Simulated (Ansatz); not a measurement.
**CH₈AlBSi₂: up Jacob's ladder to CCSD(T)**

Aim: compute CH₈AlBSi₂ with functionals from several rungs and with coupled cluster, and see how far each lands from CCSD(T) at the basis-set limit for the atomisation energy.

Method: functionals in def2-TZVPP, the program's frozen cores in correlated methods; program: Ansatz 0.2.0, Gaussian basis.

Levels to be run: PBE-D4, r2SCAN-D4, PBE0-D4, B3LYP-D4, ωB97X-V, ωB97M-V, B2PLYP; CCSD(T)/def2-TZVPP; MP2/def2-QZVPP; extrapolation to the limit.

**1. The geometry**

All runs share one geometry, relaxed beforehand with PBE0-D4 in a triple-zeta def2 set.

13 atoms, charge 0, spin multiplicity 1.

Atoms are counted from 1 here; the program's logs count them from 0.

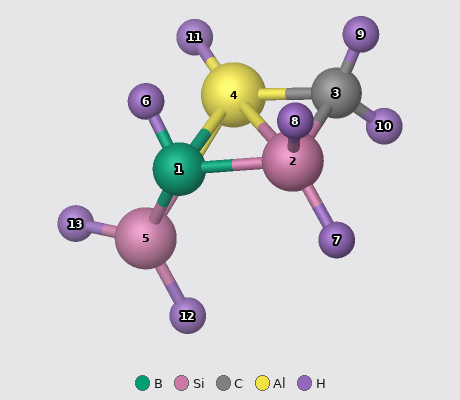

The geometry (boron teal, silicon pink, carbon grey, aluminium yellow, hydrogen purple); atoms are numbered from 1 in the order of the file.

**2. PBE-D4 (GGA)**

The input, in.yaml:

```yaml
crystal:
  periodic: [false, false, false]
  atoms:
    - {symbol: B, position_ang: [-0.990928, 0.706185, 0.338830]}
    - {symbol: Si, position_ang: [-0.375084, -1.005016, 1.187271]}
    - {symbol: C, position_ang: [1.414088, -0.949999, 0.544847]}
    - {symbol: Al, position_ang: [1.066836, 0.691170, -0.453558]}
    - {symbol: Si, position_ang: [-1.515919, 0.925396, -1.426162]}
    - {symbol: H, position_ang: [-0.354908, 1.677384, 0.771996]}
    - {symbol: H, position_ang: [-1.097093, -2.218371, 0.710381]}
    - {symbol: H, position_ang: [-0.444114, -0.974010, 2.676436]}
    - {symbol: H, position_ang: [2.200676, -0.945947, 1.301060]}
    - {symbol: H, position_ang: [1.586069, -1.796793, -0.129271]}
    - {symbol: H, position_ang: [2.000760, 1.837197, -1.028979]}
    - {symbol: H, position_ang: [-2.030470, -0.175507, -2.279530]}
    - {symbol: H, position_ang: [-1.439413, 2.193610, -2.198621]}
basis:
  gaussian: {orbitals: def2-TZVPP}
hamiltonian: {xc: pbe, dispersion: d4}
output: {forces: true, orbitals: {seedname: orbitals}}
```

Started as:

```
ansatz run in.yaml --threads 4 --pin off --events-out ev --progress --plain --max-ram 10444MiB
```

Further steps of the session: r2SCAN-D4 (meta-GGA); PBE0-D4 (hybrid); B3LYP-D4 (hybrid); ωB97X-V (range-separated); ωB97M-V (range-separated); B2PLYP (double hybrid); CCSD(T) in def2-TZVPP; MP2 in def2-QZVPP.

**Question.** What will the summary of the whole plan be? Wanted: atomisation energy, CCSD(T)/CBS; farthest; mean size of error, hybrid; mean size of error, range-separated; gap, smallest and largest; T1 diagnostic; triples share of the correlation energy.

The runs gave:

| quantity | value |
| --- | --- |
| atomisation energy, CCSD(T)/CBS | 989.1 kcal/mol |
| functionals within 4.9 kcal/mol (0.5 %) | PBE0-D4, B3LYP-D4, ωB97M-V |
| farthest | B2PLYP (-15.6 kcal/mol) |
| mean size of error, hybrid | 2.4 kcal/mol |
| mean size of error, range-separated | 5.0 kcal/mol |
| gap, smallest and largest | 2.96 eV (PBE-D4), 8.69 eV (ωB97X-V) |
| T1 diagnostic | 0.0139 |
| triples share of the correlation energy | 4.5 % |

What this shows: PBE-D4 is off by +6.9 kcal/mol. Double hybrids carry the basis error of their MP2 part in triple zeta, and no dispersion term here, so their miss is partly the set-up's. The reference freezes the cores and leaves out relativity and excitations past (T), so misses under about 4.9 kcal/mol can't be ranked. Hartree-Fock recovers 75 % of the binding; the rest is correlation. Orbital gaps span 3.0 to 8.7 eV; exact exchange widens them.
